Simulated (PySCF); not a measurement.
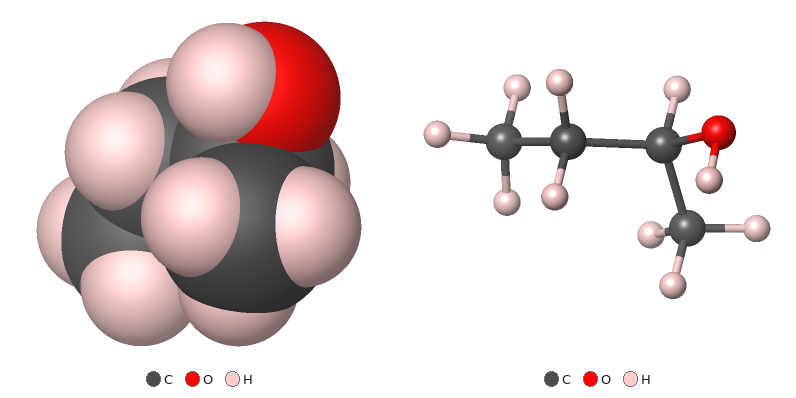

Both panels show the same species.

Give the formula.

Answer. C₄H₁₀O, 15 atoms: 4 carbon, 10 hydrogen and 1 oxygen.

Which point group does it belong to?

Answer. C1.

Name functional groups in it.

Answer. Among them: alcohol.

More results for the same structure follow; atom numbers are the same in all pictures, views and colours differ. Computed geometry: PBE0-D3(BJ)/def2-TZVP optimisation. No frequency run is at hand to confirm it as a minimum.

### NMR shielding

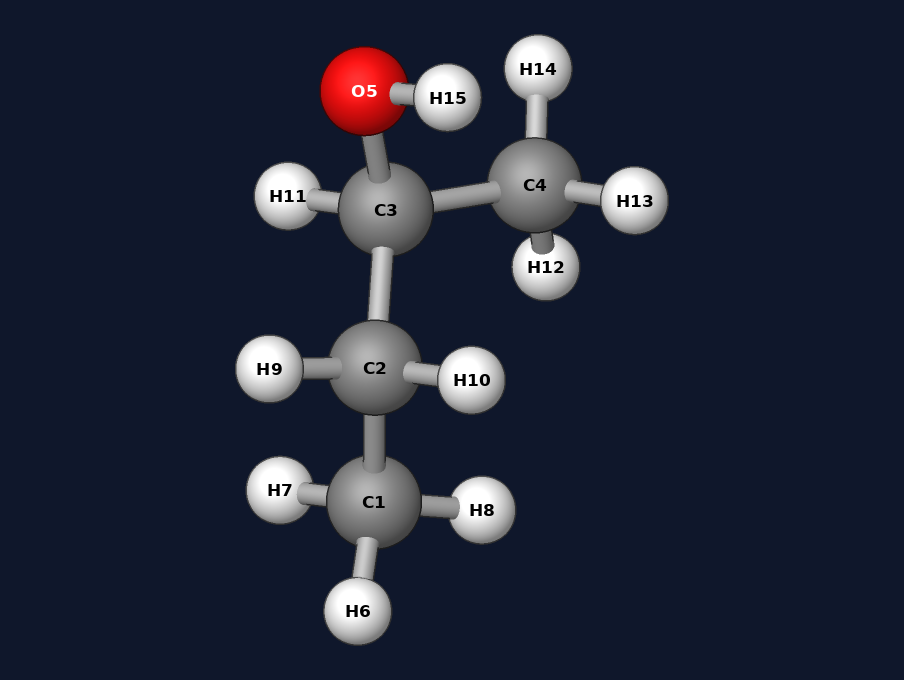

No frequency run is at hand to confirm it as a minimum. Properties computed with GIAO ωB97X-D/pcSseg-2 NMR shielding, non-relativistic, gas phase (PySCF 2.14.0). Principal shieldings σ11 ≤ σ22 ≤ σ33, span Ω = σ33 − σ11, skew κ = 3(σiso − σ22)/Ω.

Give the shielding tensors of the O atoms.

```json
{"atom": "O5", "σ11": "227.9", "σ22": "247.6", "σ33": "277.0", "σiso": "250.8", "Ω": "49.1", "κ": "0.20"}
```

Shieldings and span in ppm.

### Quadrupole coupling

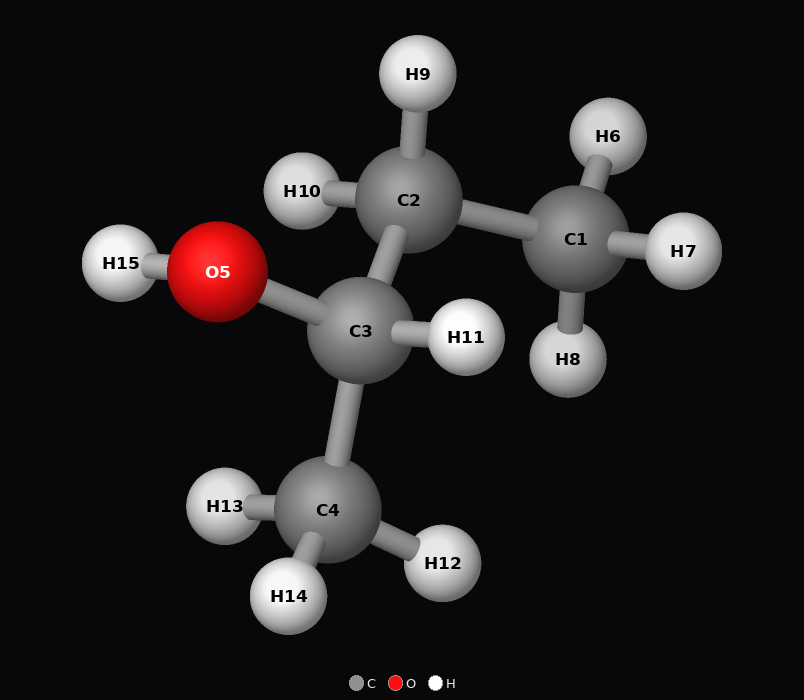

No frequency run is at hand to confirm it as a minimum. Electric field gradients from the ground-state density, PBE0/pcSseg-2 (PySCF 2.14.0), non-relativistic apart from any core potentials.

Give the largest field-gradient component, the quadrupole coupling constant and the asymmetry for 17O at O5 (Q = −25.6 mb), 2H at H6 (Q = 2.86 mb), 2H at H7 (Q = 2.86 mb), 2H at H8 (Q = 2.86 mb), 2H at H9 (Q = 2.86 mb).

```json
{"atom": "O5", "V_zz (a.u.)": "−1.892", "e²qQ/h (MHz)": "11.38", "η": "0.88"}
{"atom": "H6", "V_zz (a.u.)": "0.287", "e²qQ/h (MHz)": "0.193", "η": "0.02"}
{"atom": "H7", "V_zz (a.u.)": "0.284", "e²qQ/h (MHz)": "0.191", "η": "0.02"}
{"atom": "H8", "V_zz (a.u.)": "0.286", "e²qQ/h (MHz)": "0.192", "η": "0.02"}
{"atom": "H9", "V_zz (a.u.)": "0.279", "e²qQ/h (MHz)": "0.187", "η": "0.01"}
```

### Dipole moment

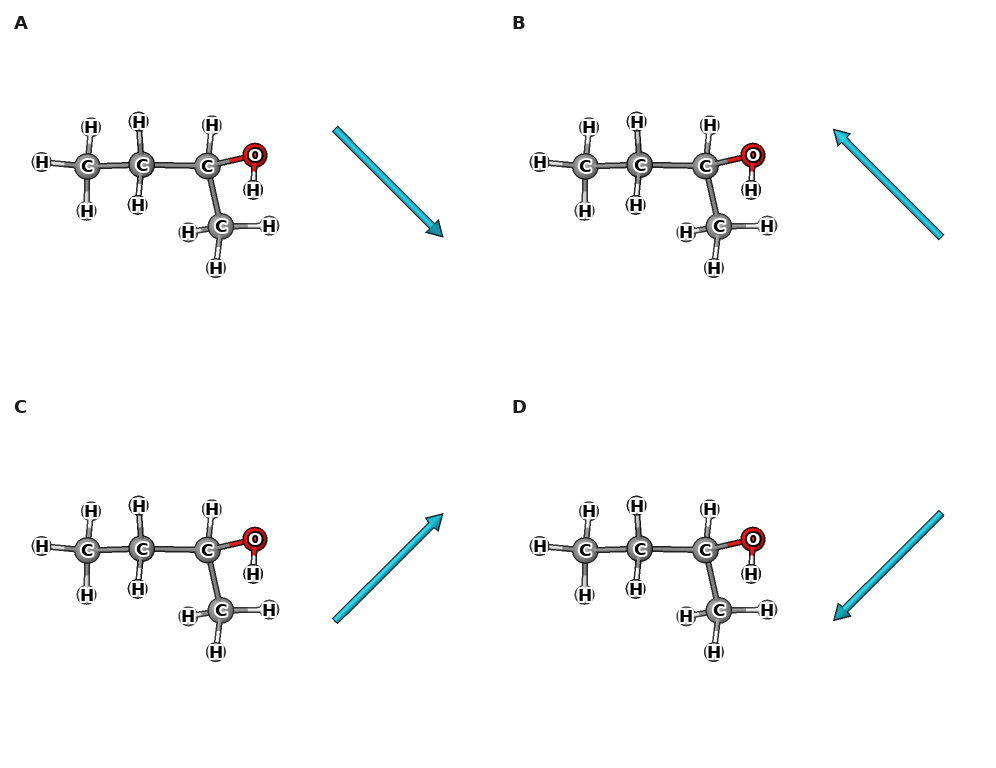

The same molecule four times, each with an arrow. No frequency run is at hand to confirm it as a minimum. Method: ωB97X-D/aug-cc-pVTZ, gas phase (PySCF 2.14.0).

Which arrow points along the dipole moment, from the negative to the positive end?

Answer. D. The dipole moment is 1.69 D.
